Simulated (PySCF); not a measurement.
# C4H3BrO3: the cost of one run

Computed with PySCF 2.14.0 and routines of our own; the level stands in each step. Atoms count from 0.

## Step 1: The starting structure

11 atoms, charge 0, multiplicity 1; geometry from: GFN2-xTB.

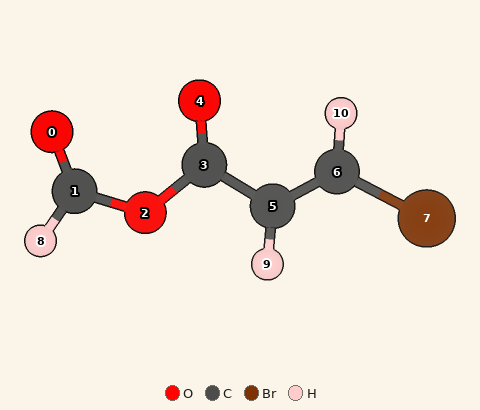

The starting geometry (oxygen red, carbon dark grey, bromine brown, hydrogen pink).

## Step 2: Magnetic properties: GIAO HF/pcSseg-1

What the job is given:

```
{"job": {"kind": "mag", "xc": "HF", "basis": "pcSseg-1", "isotopologues": 2}, "charge": 0, "multiplicity": 1}
O      3.014120    -0.433884     0.711084
C      2.528332    -0.182318    -0.336990
O      1.218410     0.003264    -0.630083
C      0.211538    -0.082910     0.317673
O      0.381842    -0.325221     1.473003
C     -1.079635     0.172192    -0.339492
C     -2.201219     0.142263     0.376660
Br    -3.888331     0.449223    -0.352407
H      3.080238    -0.051993    -1.284401
H     -1.061292     0.376918    -1.398442
H     -2.198578    -0.064863     1.437432
```

Level: GIAO HF/pcSseg-1 magnetisability, rotational g tensor and spin-rotation constants, non-relativistic, gas phase.

Started as:

```sh
> OMP_NUM_THREADS=1 python excited_run.py task.json out
```

One launch serves the whole session: the jobs run in the order shown.

Q: Estimate the wall time and peak memory of this first job on 1 thread of Intel Xeon Platinum 8488C, shared host.

About 17 s, with a peak of 0.82 GiB.
